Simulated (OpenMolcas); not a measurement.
**SiH3 (silyl radical): a chain of runs, part 1 of 3**

We compute the energy (ROHF/ANO-RCC-MB), then the energy (CASSCF(3,3)/ANO-RCC-VDZP), then the energy along one coordinate (CASPT2(3,3)/ANO-RCC-VDZP), then an energy scan (SC-NEVPT2(3,3)/ANO-RCC-VDZP), then the energy along one coordinate (MC-PDFT[tPBE](3,3)/ANO-RCC-VDZP) of SiH3 (silyl radical). 

The results are computed with OpenMolcas 26.06.

## (1) The molecule

The species is SiH3 (4 atoms), meant as a doublet with charge 0. SMILES: `[SiH3]`. Geometry: relaxed at PBE0-D4/def2-TZVP.

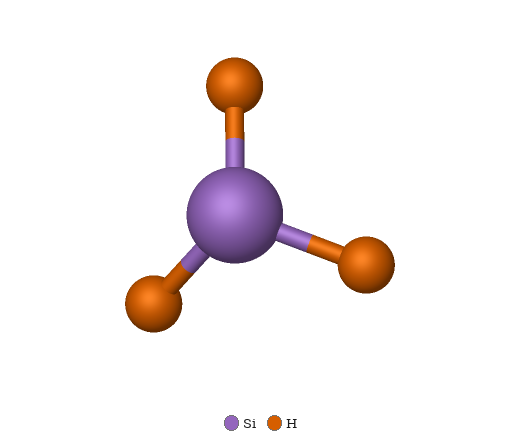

The structure, seen from a chosen angle (silicon purple, hydrogen orange).

## (2) A single-point energy at ROHF/ANO-RCC-MB (DKH2) (run 1)

File geom.xyz:

```xyz
4

Si     0.293780    -0.026900    -0.164030
H      0.559150     0.665300     1.123900
H     -0.224040    -1.401650     0.060130
H     -0.628890     0.763250    -1.019990
```

File step1.input:

```
&GATEWAY
Coord = geom.xyz
Basis = ANO-RCC-MB
Group = NoSym
&SEWARD
&SCF
UHF
Spin = 2
PrOrbitals = 0
&RASSCF
FileOrb = $Project.UnaOrb
Spin = 2
Nactel = 1 0 0
Inactive = 8
Ras2 = 1
OutOrbitals = Canonical
OrbListing = Nothing
```

Command:

```console
$ export MOLCAS_MEM=1860
$ pymolcas step1.input > step1.log
```

Output, shortened:

```text
--- Start Module: gateway ---
[...]
--- Stop Module: gateway /rc=_RC_ALL_IS_WELL_ ---
[...]
      Basis functions           12
[...]
--- Start Module: scf ---
[...]
       Convergence after   9 Iterations
[...]
::    Total SCF energy                               -291.1639520451
[...]
      Total spin, S                                     0.5021957427
[...]
--- Stop Module: scf /rc=_RC_ALL_IS_WELL_ ---
--- Start Module: rasscf ---
[...]
      Number of active orbitals                  1
[...]
      Spin quantum number                      0.5
[...]
      Active orbitals                            1
[...]
      Number of CSFs                             1
[...]
      Number of root(s) required                 1
[...]
      Convergence after  7 iterations
[...]
      printout of CI-coefficients larger than  0.05 for root  1
      energy=    -291.163293
      conf/sym  1     Coeff  Weight
             1  u   1.00000 1.00000
      Natural orbitals and occupation numbers for root  1
      sym 1:   1.000000
      ************************************************************************************************************************
      *                                                    Final results                                                     *
[...]
::    RASSCF root number  1 Total energy:   -291.16329252
[...]
      Total electronic charge=   17.000000
      Total            charge=   -0.000000
[...]
      Dipole Moment (debye):
      Origin of the operator (angstrom)=    0.2556   -0.0234   -0.1427
                   X=  3.2045E-01               Y= -2.9344E-02               Z= -1.7893E-01           Total=  3.6819E-01
      Quadrupole Moment (debye*angstrom):
[...]
--- Stop Module: rasscf /rc=_RC_ALL_IS_WELL_ ---
[...]
```

It took 2.7 s on 1 thread of Arm Neoverse V1, shared host; peak memory 0.41 GiB.

## (3) A single-point energy at CASSCF(3,3)/ANO-RCC-VDZP (DKH2) (run 2)

geom.xyz is that of step 2.

File step2.input:

```
>>> EXPORT MOLCAS_PRINT=2
&GATEWAY
Coord=geom.xyz
Basis=ANO-RCC-MB
Group=NoSym
&SEWARD
&RASSCF
FileOrb=$CurrDir/step1.RasOrb
Alter=1
1 10 11
Spin=2
Nactel=3 0 0
Inactive=7
Ras2=3
OrbListing=Nothing
>>> COPY $Project.RunFile RUNFIL1
>>> COPY $Project.RasOrb INPORB
&GATEWAY
Coord=geom.xyz
Basis=ANO-RCC-VDZP
Group=NoSym
&SEWARD
>>> COPY $Project.RunFile RUNFIL2
&EXPBAS
&RASSCF
FileOrb=$Project.ExpOrb
Spin=2
Nactel=3 0 0
Inactive=7
Ras2=3
OrbListing=Nothing
OrbAppear=Compact
```

Command:

```console
$ export MOLCAS_MEM=1860
$ pymolcas step2.input > step2.log
```

Output, shortened:

```text
--- Start Module: gateway ---
[...]
      Basis functions           12
[...]
      Number of active orbitals                  3
[...]
      Spin quantum number                      0.5
[...]
      Active orbitals                            3
[...]
      Number of CSFs                             8
[...]
      Number of root(s) required                 1
[...]
      Convergence after 10 iterations
[...]
      printout of CI-coefficients larger than  0.05 for root  1
      energy=    -291.177893
      conf/sym  111     Coeff  Weight
             1  2u0   0.99298 0.98600
             8  0u2   0.10668 0.01138
      Natural orbitals and occupation numbers for root  1
      sym 1:   1.973705   1.000269   0.026025
      ************************************************************************************************************************
      *                                                    Final results                                                     *
[...]
::    RASSCF root number  1 Total energy:   -291.17789315
[...]
      Basis functions           33
[...]
      Convergence after 13 iterations
[...]
::    RASSCF root number  1 Total energy:   -291.25412047
[...]
      Total electronic charge=   17.000000
      Total            charge=   -0.000000
[...]
```

It took 4.5 s on 1 thread of Arm Neoverse V1, shared host; peak memory 0.41 GiB.

## (4) An energy scan at CASPT2(3,3)/ANO-RCC-VDZP (DKH2, ipea shift 0.25 Eh, pt2 variant SS) (run 3)

File step3.input:

```
* H3Si CASPT2
>>> COPY $CurrDir/step2.RasOrb $Project.RasOrb
>>> ForEach K in (1, 2, 3, 4, 5, 6, 7, 8, 9)

&GATEWAY
  Coord=$CurrDir/point$K.xyz
  Basis=ANO-RCC-VDZP
  Group=NoSym

&SEWARD

&RASSCF
  FileOrb=$Project.RasOrb
  Spin=2
  Nactel=3 0 0
  Inactive=7
  Ras2=3
  OrbListing=Nothing
  OrbAppear=Compact

&CASPT2
  Imaginary=0.2
  Frozen=5
>>> EndDo
```

Command:

```console
$ export MOLCAS_MEM=1860
$ pymolcas step3.input > step3.log
```

Output:

```text
--- Start Module: gateway ---

                                              &GATEWAY

                       available to each process: 1.9 GB of memory, 1 thread

++    Symmetry information:
      ---------------------

                    Character Table for C1

                             E
                    a        1  x, y, xy, Rz, z, xz, Ry, yz, Rx, I
--

++    Basis set information:
      ----------------------

      Basis set label: SI.ANO-RCC...4S3P1D.

      Electronic valence basis set:
      ------------------
      Associated Effective Charge  14.000000 au
      Associated Actual Charge     14.000000 au
      Nuclear Model: Point charge

      Shell  nPrim  nBasis  Cartesian Spherical Contaminant
         s      17       4        X
         p      12       3        X
         d       5       1                 X

      Basis set label: H.ANO-RCC...2S1P.

      Electronic valence basis set:
      ------------------
      Associated Effective Charge   1.000000 au
      Associated Actual Charge      1.000000 au
      Nuclear Model: Point charge

      Shell  nPrim  nBasis  Cartesian Spherical Contaminant
         s       8       2        X
         p       4       1        X
--

++    Molecular structure info:
      -------------------------

                    ************************************************
                    **** Cartesian Coordinates / bohr, angstrom ****
                    ************************************************

     Center  Label                x              y              z                     x              y              z
        1      SI1              0.605459       0.080361      -0.065868              0.320395       0.042525      -0.034856
        2      H2               1.056640       1.257235       2.123863              0.559150       0.665300       1.123900
        3      H3              -0.373079      -2.517540       0.357733             -0.197425      -1.332225       0.189304
        4      H4              -1.138135       1.573528      -1.683398             -0.602275       0.832675      -0.890816

                    ***************************************
                    *    InterNuclear Distances / bohr    *
                    ***************************************

               1 SI1           2 H2            3 H3            4 H4
    1 SI1      0.000000
    2 H2       2.526563        0.000000
    3 H3       2.808214        4.405933        0.000000
    4 H4       2.808215        4.405941        4.635554        0.000000

                    *******************************************
                    *    InterNuclear Distances / angstrom    *
                    *******************************************

               1 SI1           2 H2            3 H3            4 H4
    1 SI1      0.000000
    2 H2       1.337000        0.000000
    3 H3       1.486043        2.331519        0.000000
    4 H4       1.486043        2.331524        2.453030        0.000000

                    **************************************
                    *    Valence Bond Angles / degree    *
                    **************************************
                          Atom centers                 Phi
                      2 H2       1 SI1      3 H3       111.25
                      2 H2       1 SI1      4 H4       111.25
                      3 H3       1 SI1      4 H4       111.25
--

            Nuclear Potential Energy             16.18153031 au

--- Stop Module: gateway /rc=_RC_ALL_IS_WELL_ ---

--- Start Module: seward ---

                                              &SEWARD

                       available to each process: 1.9 GB of memory, 1 thread

               SEWARD will generate:
                  Multipole Moment integrals up to order  2
                  Kinetic Energy integrals
                  Nuclear Attraction integrals (point charge)
                  One-Electron Hamiltonian integrals
                  Velocity integrals
                  Relativistic Douglas-Kroll-Hess integrals:
                    - Parametrization         : EXP
                    - DKH order of Hamiltonian: 2
                    - DKH order of Properties : 0
                         - multipole moment operators
                         - electric potential operators
                         - contact operators
                  Orbital angular momentum around (  0.5316   0.0827  -0.0335 )
                  Velocity quadrupole around (  0.5316   0.0827  -0.0335 )
                  Atomic mean-field integrals
                  Two-Electron Repulsion integrals

                   Integrals are discarded if absolute value <: 1.00E-14
                   Integral cutoff threshold is set to       <: 1.00E-16

            Nuclear Potential Energy             16.18153031 au

      Basis set specifications :
      Symmetry species         a
      Basis functions           33

--- Stop Module: seward /rc=_RC_ALL_IS_WELL_ ---
--- Module seward spent 1 second ---

--- Start Module: rasscf ---

                                              &RASSCF

                       available to each process: 1.9 GB of memory, 1 thread

      Header of the ONEINT file:
      --------------------------

      OrdInt status: non-squared

[... 87 lines left out ...]
      Convergence after 12 iterations
[... 12 lines left out ...]
      conf/sym  111     Coeff  Weight
[... 14 lines left out ...]
      RASSCF energy for state  1                   -291.24276122
[... 42 lines left out ...]
      Dipole Moment (debye):
[... 117 lines left out ...]
      Imaginary shift                            0.20
[... 50 lines left out ...]
      Total energy:            -291.3272248229
[... 243 lines left out ...]
                                         RASSCF iterations: Energy and convergence statistics
[... 21 lines left out ...]
      energy=    -291.254120
[... 11 lines left out ...]
++    Final optimization conditions:
[... 17 lines left out ...]
      Von Neumann Entropy (Root   1) =  0.57802
[... 104 lines left out ...]
 ###    WARNING: User changed nr of frozen orbitals.                         ###
[... 88 lines left out ...]
      Reference energy:        -291.2541199072
[... 177 lines left out ...]
      Nuclear repulsion energy =   15.12829424
[... 88 lines left out ...]
      printout of CI-coefficients larger than  0.05 for root  1
[... 9 lines left out ...]
      *                                                    Final results                                                     *
[... 19 lines left out ...]
::    RASSCF root number  1 Total energy:   -291.24992828
[... 94 lines left out ...]
      Spin density orbitals for root   1 are written to the SPDORB.1 file
[... 97 lines left out ...]
  FINAL CASPT2 RESULT:
[... 27 lines left out ...]
::    CASPT2 Root  1     Total energy:   -291.33236574
[... 239 lines left out ...]
      Note: transformation to natural orbitals
[... 8 lines left out ...]
      Natural orbitals and occupation numbers for root  1
[... 20 lines left out ...]
      Final state energy(ies):
[... 96 lines left out ...]
      Natural orbitals for root   1 are written to the RASORB.1 file
[... 71 lines left out ...]
 Compute H0 matrices for state    1
[... 33 lines left out ...]
      Reference weight:           0.96209
[... 252 lines left out ...]
      Convergence after 11 iterations
[... 12 lines left out ...]
      conf/sym  111     Coeff  Weight
[... 16 lines left out ...]
      RASSCF energy for state  1                   -291.19913222
[... 42 lines left out ...]
      Dipole Moment (debye):
[... 117 lines left out ...]
      Imaginary shift                            0.20
[... 49 lines left out ...]
      Total energy:            -291.2788905313
[... 243 lines left out ...]
                                         RASSCF iterations: Energy and convergence statistics
[... 21 lines left out ...]
      energy=    -291.166024
[... 14 lines left out ...]
++    Final optimization conditions:
[... 17 lines left out ...]
      Von Neumann Entropy (Root   1) =  0.93914
[... 104 lines left out ...]
 ###    WARNING: User changed nr of frozen orbitals.                         ###
[... 86 lines left out ...]
      Reference energy:        -291.1660241561
[... 179 lines left out ...]
      Nuclear repulsion energy =   12.95967406
[... 88 lines left out ...]
      printout of CI-coefficients larger than  0.05 for root  1
[... 11 lines left out ...]
      *                                                    Final results                                                     *
[... 19 lines left out ...]
::    RASSCF root number  1 Total energy:   -291.14376048
[... 94 lines left out ...]
      Spin density orbitals for root   1 are written to the SPDORB.1 file
[... 97 lines left out ...]
  FINAL CASPT2 RESULT:
[... 27 lines left out ...]
::    CASPT2 Root  1     Total energy:   -291.21944267
[... 239 lines left out ...]
      Note: transformation to natural orbitals
[... 8 lines left out ...]
      Natural orbitals and occupation numbers for root  1
[... 20 lines left out ...]
      Final state energy(ies):
[... 96 lines left out ...]
      Natural orbitals for root   1 are written to the RASORB.1 file
[... 71 lines left out ...]
 Compute H0 matrices for state    1
[... 33 lines left out ...]
      Reference weight:           0.96519
[... 255 lines left out ...]
      Convergence after  9 iterations
[... 12 lines left out ...]
      conf/sym  111     Coeff  Weight
[... 14 lines left out ...]
      RASSCF energy for state  1                   -291.14437934
[... 42 lines left out ...]
      Dipole Moment (debye):
[... 35 lines left out ...]
      LoProp Charges per center

                   SI1      H2       H3       H4
      Nuclear     14.0000   1.0000   1.0000   1.0000
      Electronic -13.7484  -1.0002  -1.1257  -1.1257

      Total        0.2516  -0.0002  -0.1257  -0.1257
--

      Natural Bond Order analysis for root number:  1

++    Natural Bond Order analysis
      ---------------------------
      Based on LoProp computed density
      -------------------------------------------------------------------------------------
      Atom A       Atom B       Bond Order
      -------------------------------------------------------------------------------------
      NBO located      0.996 non-bonded electrons on atom SI1
      NBO located      0.999 non-bonded electrons on atom SI1
      NBO located      1.000 non-bonded electrons on atom SI1
      NBO located      1.000 non-bonded electrons on atom SI1
      NBO located      1.000 non-bonded electrons on atom SI1
      The remaining    4.212 electrons are to be considered as diffuse
--

--

      Average orbitals are written to the RASORB file
      Natural orbitals for root   1 are written to the RASORB.1 file
      Spin density orbitals for root   1 are written to the SPDORB.1 file

--- Stop Module: rasscf /rc=_RC_ALL_IS_WELL_ ---

--- Start Module: caspt2 ---

                                              &CASPT2

                       available to each process: 1.9 GB of memory, 1 thread

 ###############################################################################
 ###    WARNING: User changed nr of frozen orbitals.                         ###
 ###############################################################################

++    Wave function specifications:
      -----------------------------

      Number of closed shell electrons           4
      Number of electrons in active shells       3
      Max number of holes in RAS1 space          0
      Max number of electrons in RAS3 space      0
      Number of inactive orbitals                2
      Number of active orbitals                  3
      Number of secondary orbitals              23
      Spin quantum number                      0.5
      State symmetry                             1
      Number of CSFs                             8
      Number of CASSCF root(s) available         1
      CASPT2 state passed to geometry opt.       1
      A file JOBMIX will be created
      This is a CASSCF or RASSCF reference function
--

++    Orbital specifications:
      -----------------------

      Symmetry species                           1
                                                 a
      Frozen orbitals                            5
      Inactive orbitals                          2
      Active orbitals                            3
      Secondary orbitals                        23
      Deleted orbitals                           0
      Number of basis functions                 33
--

++    CASPT2 specifications:
      ----------------------

      Type of calculation                        SS-CASPT2
      Fock operator                              state-specific
      IPEA shift                                 0.25
      Real shift                                 0.00
      Imaginary shift                            0.20
      The input orbitals will be transformed to quasi-canonical
--

--------------------------------------------------------------------------------
 Estimated memory requirements:
  POLY3 :                   250248
  RHS:                      254901
  SIGMA :                   256624
  PRPCTL:                        0
 Available workspace:    232490316

++ CASPT2 computation for group   1

********************************************************************************
 Multi-State initialization phase begins for group   1
--------------------------------------------------------------------------------
********************************************************************************
 Compute H0 matrices for state    1
--------------------------------------------------------------------------------
--------------------------------------------------------------------------------
 H0 matrices have been computed.

********************************************************************************
  CASPT2 EQUATION SOLUTION
--------------------------------------------------------------------------------

  Total nr of CASPT2 parameters:
   Before reduction:        8470
   After  reduction:        7091

 Variance of |WF0>:       0.1664067172

 The contributions to the second order correlation energy in atomic units.
-----------------------------------------------------------------------------------------------------------------------------
  IT.      VJTU        VJTI        ATVX        AIVX        VJAI        BVAT        BJAT        BJAI        TOTAL       RNORM
-----------------------------------------------------------------------------------------------------------------------------
   1    -0.000001   -0.000097   -0.000028   -0.003055   -0.001514   -0.008918   -0.013269   -0.044525   -0.071407    0.004341
   2    -0.000001   -0.000105   -0.000029   -0.003092   -0.001553   -0.009056   -0.013352   -0.044689   -0.071876    0.000935
   3    -0.000001   -0.000106   -0.000029   -0.003087   -0.001554   -0.009051   -0.013341   -0.044676   -0.071845    0.000246
   4    -0.000001   -0.000107   -0.000029   -0.003087   -0.001553   -0.009046   -0.013338   -0.044669   -0.071830    0.000038
   5    -0.000001   -0.000106   -0.000029   -0.003087   -0.001553   -0.009046   -0.013338   -0.044669   -0.071830    0.000006
-----------------------------------------------------------------------------------------------------------------------------

  FINAL CASPT2 RESULT:

      Reference energy:        -291.1443793359
      E2 (Non-variational):      -0.0718306837
      Shift correction:          -0.0007917590
      E2 (Variational):          -0.0726224427
      Total energy:            -291.2170017787
      Residual norm:              0.0000009375
      Reference weight:           0.96547

      Contributions to the CASPT2 correlation energy
      Active & Virtual Only:         -0.0090748885
      One Inactive Excited:          -0.0164265981
      Two Inactive Excited:          -0.0463291971

++ Denominators, etc.
--------------------------------------------------------------------------------------------------------------
 Report on small energy denominators, large coefficients, and large energy contributions.
CASE  SYMM ACTIVE-MIX  NON-ACTIVE INDICES          DENOMINATOR     RHS VALUE       COEFFICIENT     CONTRIBUTION
AIVX     1  Mu1.0008  In1.007 Se1.018               1.43260098      0.04845432     -0.03088119     -0.00149633
BVATP    1  Mu1.0002  Se1.012 Se1.012               1.12395449      0.04169720     -0.03649919     -0.00152191
BVATP    1  Mu1.0002  Se1.019 Se1.019               1.59602311      0.05298599     -0.03363413     -0.00178214
[... 4 lines of this table left out ...]
BJAIP    1  Se1.013 In1.007 Se1.013 In1.007         1.50084987      0.04566203     -0.02989107     -0.00136489
--

   (Skipping property calculation,
    use PROP keyword to activate)
--

  Total CASPT2 energies:
::    CASPT2 Root  1     Total energy:   -291.21700178

  A NEW JOBIPH FILE NAMED 'JOBMIX' IS PREPARED.
********************************************************************************
--- Stop Module: caspt2 /rc=_RC_ALL_IS_WELL_ ---

>>> END FOREACH

.##################.
.# Happy landing! #.
.##################.

    Timing: Wall=21.34 User=16.61 System=4.60
```

Run time: 22 s. Hardware: 1 thread of Arm Neoverse V1, shared host; peak memory 0.38 GiB.

The scan, from its lowest point:

```
H2–Si1 (Å)  energy (kJ/mol)
     1.337             27.0
     1.486              0.0
     1.635             13.5
     1.858             67.5
     2.155            153.9
     2.526            243.7
     2.972            310.0
     3.567            316.5
     4.458            316.4
```

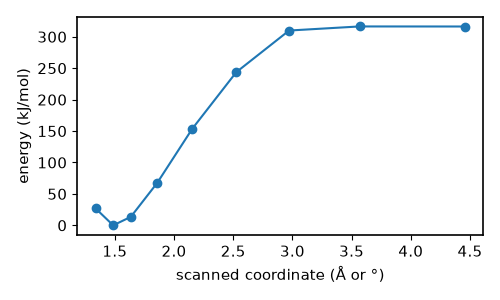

Energy along the scan.

(Continued in part 2 of 3.)
